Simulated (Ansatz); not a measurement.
# AlNH$_{4}$ClF: geometry relaxation (part 2 of 2)

Continued. System: AlNH$_{4}$ClF. Method: RKS r2SCAN-D4/def2-SVP (Ansatz 0.2.0). It belongs to a series of runs on one base structure; here: end point A relaxed.

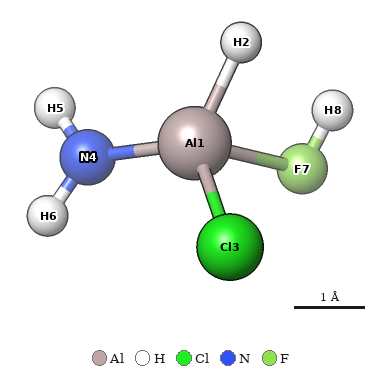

The geometry at step 13 of the log (ball-and-stick view, seen at a tilt; atoms are numbered from 1 in the order of the input).

## Trajectory as extended XYZ, continued
```
8
Properties=species:S:1:pos:R:3:forces:R:3 step=9 energy=-23381.96729
Al   -0.0461    0.0723   -0.0162   -0.0253  -0.0066   0.0452
H    -0.0162   -0.4171    1.5172   -0.0007  -0.0019  -0.0238
Cl    1.7703    0.1440   -1.1001    0.0168   0.0018  -0.0179
N    -1.5652   -0.0296   -0.9153    0.0039   0.0019   0.0042
H    -2.4642   -0.2776   -0.5149    0.0016   0.0002  -0.0033
H    -1.6590    0.0939   -1.9183    0.0020  -0.0006  -0.0053
F     0.0531    1.9066    0.9592   -0.0025  -0.0008  -0.0152
H     0.0894    1.4057    1.7654    0.0042   0.0060   0.0161
8
Properties=species:S:1:pos:R:3:forces:R:3 step=10 energy=-23381.96795
Al   -0.0474    0.0593   -0.0120   -0.0552  -0.0080   0.0634
H    -0.0053   -0.4421    1.5146   -0.0088   0.0034  -0.0300
Cl    1.7639    0.1438   -1.1024    0.0386   0.0073  -0.0316
N    -1.5657   -0.0333   -0.9152    0.0162   0.0070   0.0060
H    -2.4710   -0.2697   -0.5224    0.0027  -0.0057   0.0026
H    -1.6511    0.0965   -1.9182   -0.0012  -0.0005  -0.0088
F     0.0417    1.9052    0.9557    0.0011   0.0106  -0.0619
H     0.0969    1.4386    1.7769    0.0065  -0.0142   0.0603
8
Properties=species:S:1:pos:R:3:forces:R:3 step=11 energy=-23381.95298 accepted=F
Al   -0.0564   -0.0093    0.0125   -0.1417   0.0973   0.0507
H     0.0413   -0.5756    1.5001   -0.0445   0.0136  -0.0006
Cl    1.7286    0.1457   -1.1162    0.0885   0.0156  -0.0484
N    -1.5684   -0.0500   -0.9141   -0.0353   0.0008   0.0028
H    -2.5037   -0.2400   -0.5636    0.1128  -0.0071  -0.0053
H    -1.6090    0.1142   -1.9167   -0.0037  -0.0131   0.0508
F    -0.0105    1.8950    0.9340    0.1796  -0.3837   0.9554
H     0.1402    1.6181    1.8410   -0.1557   0.2765  -1.0054
8
Properties=species:S:1:pos:R:3:forces:R:3 step=12 energy=-23381.96886
Al   -0.0503    0.0517   -0.0065   -0.0293  -0.0117   0.0002
H    -0.0071   -0.4667    1.5072   -0.0038  -0.0008   0.0230
Cl    1.7596    0.1438   -1.1040    0.0181   0.0126  -0.0144
N    -1.5663   -0.0346   -0.9142    0.0089   0.0153  -0.0142
H    -2.4732   -0.2763   -0.5288    0.0012  -0.0068   0.0070
H    -1.6464    0.1033   -1.9167   -0.0034  -0.0002  -0.0017
F     0.0401    1.9045    0.9514    0.0028  -0.0082  -0.0442
H     0.1057    1.4724    1.7885    0.0056  -0.0002   0.0443
8
Properties=species:S:1:pos:R:3:forces:R:3 step=13 energy=-23381.96877 accepted=F
Al   -0.0581    0.0242    0.0072    0.0355   0.0254  -0.0727
H    -0.0094   -0.5325    1.4980   -0.0005  -0.0066   0.0664
Cl    1.7478    0.1514   -1.1067   -0.0304   0.0027   0.0263
N    -1.5689   -0.0363   -0.9122   -0.0112   0.0179  -0.0560
H    -2.4805   -0.2909   -0.5466    0.0089  -0.0067   0.0090
H    -1.6346    0.1230   -1.9136   -0.0058  -0.0044   0.0345
F     0.0372    1.8964    0.9342    0.0307  -0.1513   0.3191
H     0.1286    1.5629    1.8167   -0.0273   0.1231  -0.3265
8
Properties=species:S:1:pos:R:3:forces:R:3 step=14 energy=-23381.96972
Al   -0.0537    0.0405   -0.0027   -0.0076  -0.0002   0.0146
H    -0.0082   -0.4863    1.5073   -0.0060  -0.0119   0.0041
Cl    1.7545    0.1481   -1.1055    0.0075   0.0058  -0.0046
N    -1.5676   -0.0345   -0.9153    0.0027   0.0114  -0.0195
H    -2.4755   -0.2823   -0.5359    0.0008  -0.0065   0.0064
H    -1.6434    0.1096   -1.9175   -0.0021  -0.0009   0.0088
F     0.0406    1.8982    0.9466   -0.0015   0.0093  -0.0422
H     0.1154    1.5049    1.8000    0.0062  -0.0070   0.0326
8
Properties=species:S:1:pos:R:3:forces:R:3 step=15 energy=-23381.97031
Al   -0.0581    0.0278    0.0040    0.0160   0.0001   0.0109
H    -0.0139   -0.5228    1.5047   -0.0028   0.0088  -0.0158
Cl    1.7497    0.1548   -1.1030   -0.0083  -0.0019   0.0101
N    -1.5693   -0.0326   -0.9149   -0.0089   0.0053  -0.0259
H    -2.4768   -0.2942   -0.5436    0.0062  -0.0035   0.0017
H    -1.6405    0.1207   -1.9164   -0.0022  -0.0005   0.0219
F     0.0407    1.8940    0.9360    0.0068  -0.0511   0.0996
H     0.1303    1.5505    1.8101   -0.0067   0.0427  -0.1024
8
Properties=species:S:1:pos:R:3:forces:R:3 step=16 energy=-23381.96965 accepted=F
Al   -0.0572    0.0247    0.0065   -0.0621  -0.0359   0.0156
H    -0.0311   -0.5317    1.5036    0.0222  -0.0056  -0.0116
Cl    1.7504    0.1408   -1.0984    0.0299   0.0214   0.0063
N    -1.5673   -0.0355   -0.9158   -0.0233   0.0102   0.0133
H    -2.4646   -0.3402   -0.5508    0.0250   0.0189  -0.0109
H    -1.6509    0.1681   -1.9068   -0.0038  -0.0192  -0.0011
F     0.0350    1.8921    0.9294    0.0201   0.0203  -0.0225
H     0.1478    1.5800    1.8092   -0.0081  -0.0101   0.0109
8
Properties=species:S:1:pos:R:3:forces:R:3 step=17 energy=-23381.97062
Al   -0.0593    0.0228    0.0063    0.0027  -0.0008  -0.0100
H    -0.0195   -0.5340    1.5017    0.0003  -0.0041   0.0059
Cl    1.7502    0.1520   -1.0976   -0.0011   0.0023   0.0064
N    -1.5699   -0.0324   -0.9148   -0.0100   0.0033  -0.0048
H    -2.4734   -0.3134   -0.5475    0.0089   0.0030  -0.0005
H    -1.6448    0.1403   -1.9125   -0.0019  -0.0041   0.0051
F     0.0404    1.8914    0.9308    0.0024  -0.0084   0.0242
H     0.1384    1.5715    1.8105   -0.0014   0.0089  -0.0263
```

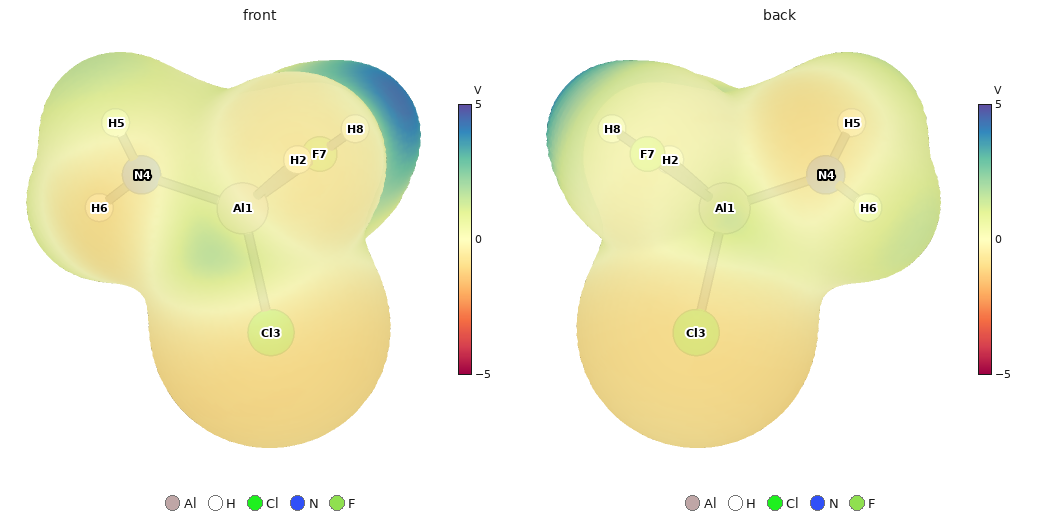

The molecular electrostatic potential painted on the density surface at 0.002 e/bohr³, seen face on and from behind; the colour scale runs from red (negative) to blue (positive).

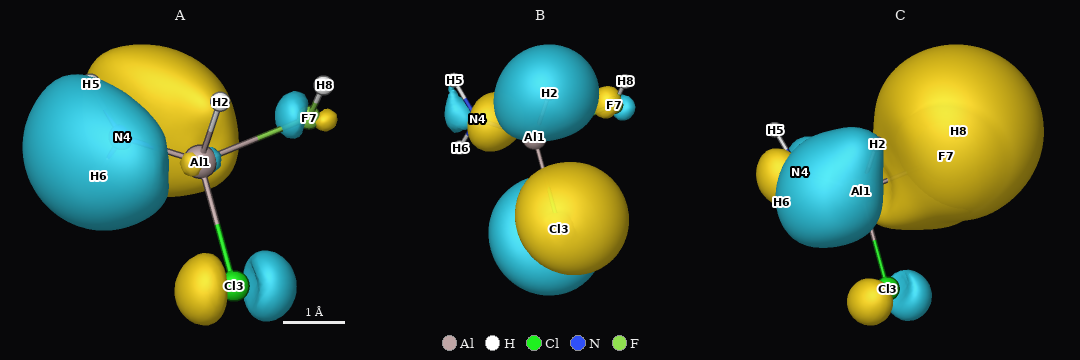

Three frontier orbitals at ±0.08 Å⁻³ᐟ² (yellow and cyan are the two phases). B is the HOMO−1 (−7.28 eV). A is the HOMO (−5.89 eV). C is the LUMO (−0.20 eV). Its weight (Hirshfeld) is mainly on H8 (40 %), Al1 (25 %) and F7 (20 %). The HOMO–LUMO gap is 5.69 eV between the orbital energies.

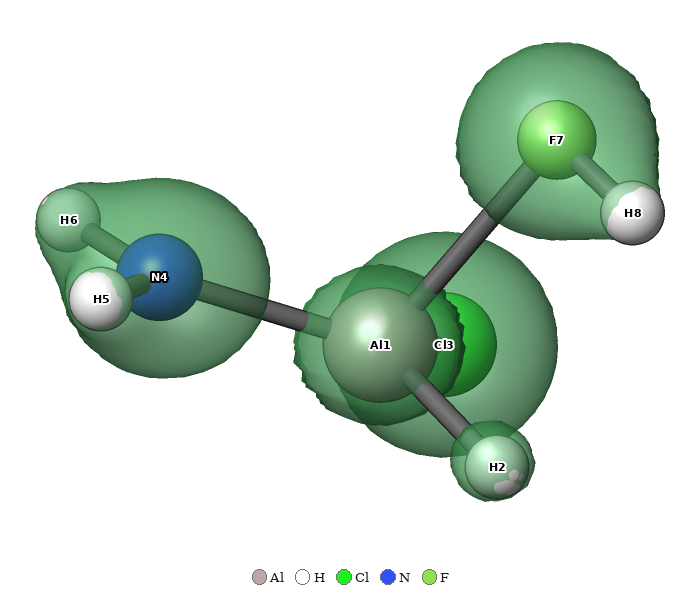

Isosurface of the total electron density at 1 e/Å³ (green), seen from the side. At this value the surface falls into five separate pieces. It is pinched off along the Al–N (1.77 Å), Al–F (2.09 Å) and Al–Cl (2.12 Å) contacts. On the grid the lowest density along these lines, outside the cores, is 0.7 e/Å³ (Al–N, 1.77 Å), 0.22 e/Å³ (Al–F, 2.09 Å), 0.46 e/Å³ (Al–Cl, 2.12 Å) and 2.2 e/Å³ (F–H, 0.94 Å).

The run was set up as follows.

## Input
```yaml
crystal:
  periodic: [false, false, false]
  atoms:
    - { symbol: Al, position_ang: [-0.050318, -0.11448, -0.162103] }
    - { symbol: H, position_ang: [-0.023434, -0.307437, 1.393383] }
    - { symbol: Cl, position_ang: [1.769983, 0.023183, -1.211412] }
    - { symbol: "N", position_ang: [-1.592122, -0.143622, -1.012616] }
    - { symbol: H, position_ang: [-2.493925, -0.283857, -0.559256] }
    - { symbol: H, position_ang: [-1.720446, -0.022891, -2.0155] }
    - { symbol: F, position_ang: [0.141468, 2.272859, 1.434208] }
    - { symbol: H, position_ang: [0.130893, 1.474445, 1.910296] }
basis:
  gaussian: { orbitals: def2-SVP }
hamiltonian:
  xc: r2scan
  dispersion: d4
relax:
  f_tol: 0.03
  max_steps: 50
output:
  orbitals: {}
```

Command:
```bash
ansatz run input.yaml --threads 2 --pin off --max-ram 3072MiB --backend cpu --events-out ev --progress --plain --runs-dir out
```

## Summary

| quantity | value |
| --- | --- |
| outcome | converged |
| total energy | −23381.9706 eV |
| mean-field energy | −23381.9364 eV |
| largest force (length of the vector) at the end | 0.028 eV/Å |
| hardware | 2 threads of Arm Neoverse V1, 24 GiB of memory available, shared host |
| wall time | 52 s (CPU time 1.7 min) |
| peak memory | 0.16 GiB |
